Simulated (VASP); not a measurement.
Band structure of BaHfO$_{3}$ (cubic perovskite). All values below come from AM05 GGA, VASP's PBE PAW potentials (set 64) (plane waves; VASP).

Unless said otherwise, spin-orbit coupling is left out, though it shifts the bands of the heavy elements here.

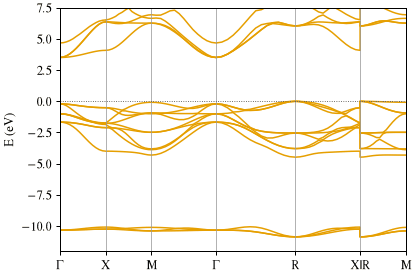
Figure. Bands along high-symmetry lines, zero at the valence-band maximum or, without a gap, the Fermi level

Q: Read the plot: is there a gap, and where are the band edges?

A: The gap is indirect, 3.51 eV, from the valence maximum at R to the conduction minimum at Γ. (Edges off the drawn lines would not show.)

The compound is BaHfO3 in the cubic perovskite structure. It was relaxed first.
